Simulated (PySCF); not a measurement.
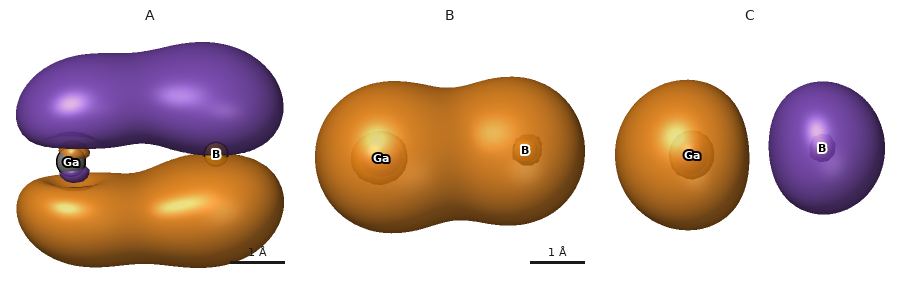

*GaB (charge +1, doublet). Three frontier β-spin orbitals, each drawn at the value that holds 80 % of its norm (orange and purple are the two phases), in no order; of a degenerate pair one member is drawn.*

These are results of PySCF 2.14.0, PBE0/cc-pVTZ(-PP), non-relativistic Hamiltonian with scalar-relativistic core potentials where named, at a bond length of 2.803 Å, not measurements.

**Name the orbitals and rank them from lowest to highest energy.**

Orbital B: σ, occupied in this spin, −16.99 eV; shared between the atoms (Ga 45 %, B 55 %).
Orbital C: σ, occupied in this spin, −14.89 eV; shared between the atoms (Ga 55 %, B 45 %).
Orbital A: π, empty in this spin, −8.23 eV; bonding, with no node between the atoms.
